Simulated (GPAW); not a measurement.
## free-standing square Eu monolayer, spacing 3.42 A: exchange couplings by hand from total energies

Aim: get Heisenberg couplings of free-standing square Eu monolayer, spacing 3.42 A from the energies of collinear orders, with pencil and paper, and test them on an order left out of the fit.

Calculated with GPAW 26.7.0; PBE; plane waves with GPAW's PAW setups, scalar-relativistic.

## Step 1: The starting structure

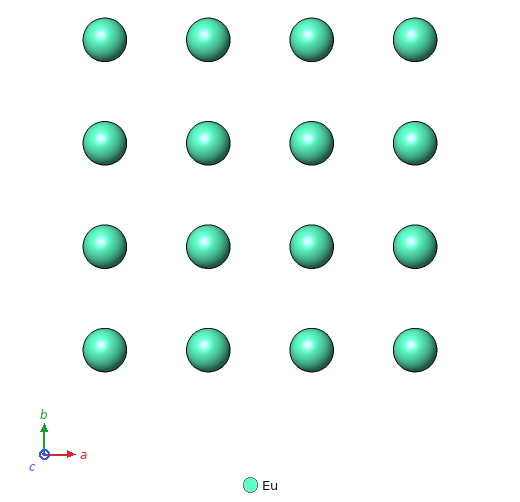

The starting structure, seen from above (europium green). 3×3×1 cells are drawn. Some periodic images of atoms are drawn too.

The cell holds 1 atom: 1 Eu. Its edges and angles: a = 3.420 Å, b = 3.420 Å, c = 14.000 Å, α = 90.0°, β = 90.0°, γ = 90.0°. model lattice. Vacuum lies along c.

## Step 2: The parallel order

All energies count from this run.

Contents of order1.py:

```python
import json
import numpy as np
from ase import Atoms
from ase.parallel import paropen, parprint
from gpaw import GPAW

atoms = Atoms(['Eu'],
    cell=[[3.42, 0.0, 0.0],
         [0.0, 3.42, 0.0],
         [0.0, 0.0, 14.0]],
    scaled_positions=[[0.0, 0.0, 0.5]],
    pbc=True,
    magmoms=[7.0])
atoms.calc = GPAW(mode={'name': 'pw', 'ecut': 700},
    xc='PBE',
    kpts={'size': (8, 8, 1), 'gamma': True},
    occupations={'name': 'fermi-dirac', 'width': 0.1},
    convergence={'density': 1e-05, 'energy': 1e-05},
    maxiter=200,
    symmetry={'tolerance': 1e-4},
    txt='order1.txt')
e = atoms.get_potential_energy(force_consistent=True)
res = {'free_energy': e, 'energy_sigma0': atoms.get_potential_energy(), 'fermi_energy': atoms.calc.get_fermi_level()}
res['moments'] = atoms.get_magnetic_moments().tolist()
res['total'] = atoms.get_magnetic_moment()
parprint('site moments (muB):', np.round(res['moments'], 3))
parprint(f"total moment: {res['total']:.3f} muB")
parprint(f'free energy: {e:.6f} eV')
atoms.calc.write('order1.gpw')
with paropen('results.json', 'w') as f:
    json.dump(res, f)
```

Started as:

```bash
$ OMP_NUM_THREADS=1 python3 order1.py > order1.log
```

Output:

```text
site moments (muB): [6.83]
total moment: 7.992 muB
free energy: -8.845636 eV

--- order1.txt ---
Input parameters:
  mode=PW(ecut=700),
  convergence={'density': 1e-05, 'energy': 1e-05},
  kpts=MonkhorstPack(size=(8, 8, 1), gamma=True),
  maxiter=200,
  occupations=Occupations(name='fermi-dirac', width=0.1),
  symmetry=Symmetry(tolerance=0.0001),
  xc=XC(name='PBE')

Diagonalizing LCAO Hamiltonian
[...]
|          4 |        -3.893 |     1.000 |        -2.593 |     1.000 |
[...]
|         14 |        -0.234 |     0.169 |         3.851 |     0.000 |
|         15 |         2.212 |     0.000 |         3.875 |     0.000 |
|         16 |         3.161 |     0.000 |         3.883 |     0.000 |
|        ... |               |           |               |           |
|         18 |         3.484 |     0.000 |         4.929 |     0.000 |

No gap
No difference between direct/indirect transitions


[key lines of the parts left out:]
Free energy:      -8.845636
Converged in 19 steps
dipole moment: (-18.955751, -18.955751, -0.000001)  # |e|*Ang
Fermi level: -0.393
```

The job ended after 72 s (1 MPI rank of Intel Xeon Platinum 8559C (Emerald Rapids), shared host; peak memory 0.33 GiB).

Spin moment in the augmentation sphere by atom:

| atom | spin moment in the augmentation sphere (μB) |
| --- | --- |
| Eu1 | 6.83 |

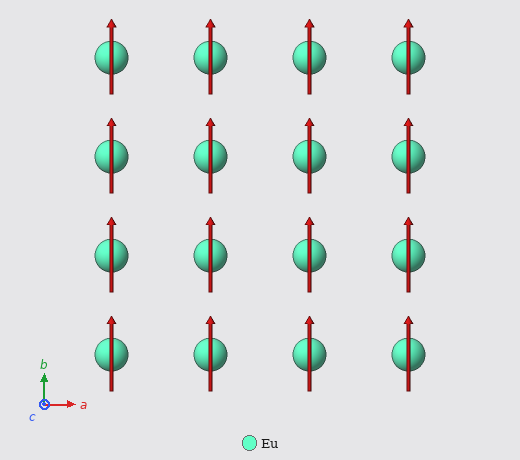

Spin moment in the augmentation sphere as arrows, the longest 6.83 μB. Up and down stand for the sign. Arrows give size and sign along the axis of quantisation, drawn up and down the page. 3×3×1 cells are drawn. Some periodic images of atoms are drawn too.

This step gave:

```yaml
magnetization: 7.992 μB
final_state: ferromagnetic
```

After 19 cycles the largest moment stands at 6.83 μB.

## Step 3: The orders used for the fit

The other orders were run with the same settings, on meshes that hold the same points. Free energies (smearing 0.1 eV, its entropy term included) are divided by the number of Eu atoms; q is in fractions of the reciprocal vectors of the first run's cell.

| order | atoms | mesh | free energy (eV) | eV per Eu | largest moment (μB) |
| --- | --- | --- | --- | --- | --- |
| F + | 1 | 8×8×1 | -8.8456 | -8.8456 | 6.83 |
| AF q=(0,1/2,0) +- | 2 | 8×4×1 | -17.5421 | -8.7710 | 6.74 |

## Step 4: Counting neighbours

With E = −Σ J e_i·e_j over ordered pairs of unit vectors, turning a neighbour from parallel to opposed costs 2J a Eu atom. So an order lies 2 Σ n J over the parallel one, n being the opposed neighbours in each shell.

| shell | distance (Å) | neighbours | opposed in AF q=(0,1/2,0) +- | opposed in AF q=(1/2,1/2,0) +- |
| --- | --- | --- | --- | --- |
| J1 | 3.42 | 4 | 2 | 4 |
| J2 | 4.84 | 4 | 4 | 0 |

Only J1 is kept.

## Step 5: Solving

```
2 × 2 × J1 = +74.59 meV    (AF q=(0,1/2,0) +-)
J1 = +18.65 meV
```

## Step 6: The test

The couplings now give the orders that were left out:

```
2 × 4 × (+18.65) = +149.20 meV    (AF q=(1/2,1/2,0) +-)
```

The runs themselves:

| order | atoms | mesh | free energy (eV) | eV per Eu | largest moment (μB) | over the parallel order (meV) | foretold (meV) |
| --- | --- | --- | --- | --- | --- | --- | --- |
| AF q=(1/2,1/2,0) +- | 2 | 4×8×1 | -17.4075 | -8.7037 | 6.67 | +141.90 | +149.20 |

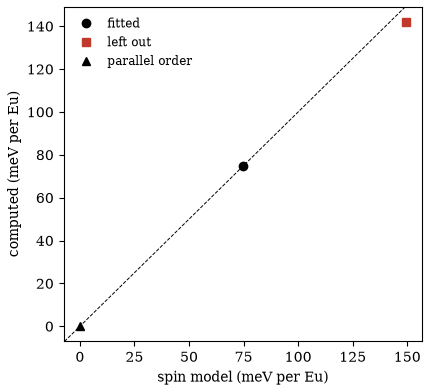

Computed energies of the orders against the model; the dashed line marks agreement.

## Step 7: Summary of results

- J1 (Eu–Eu at 3.42 Å): 18.6 meV
- largest miss on the orders left out: 7.3 meV

The model misses the order left out by 7.3 meV, 5.1 % of the span of the orders, so it holds on this test. The first dropped shell that the test feels is J2 at 4.84 Å. The site moments spread by 2.3 % over the orders. In a metal couplings reach far, and the mesh was not tested. The couplings are effective ones: further shells with opposed neighbours are folded into them or show in the miss. No mean-field temperature is given: it needs a model that holds, an unfrustrated order and couplings in all three dimensions. The f shell is half filled, so the spin-only picture is fair. Without a U the functional spreads the 4f electrons too much, so the state and its energies are unreliable.

[Logs and program files are shortened in this print: banners, set-up blocks, solver, clock and traceback lines can be left out without a mark of their own.]

[Logs are printed without paths, hosts, clocks, repeated set-up lines and the standing remarks that a program may print on its own settings, such as how far it seeks lower states.]

[Hosts, paths, dates, database ids (printed as entryN), source tags and the programs' standing remarks are cut or masked in the printed files.]

[Where a cell is said to come from a database of computed structures, the database is the Materials Project.]
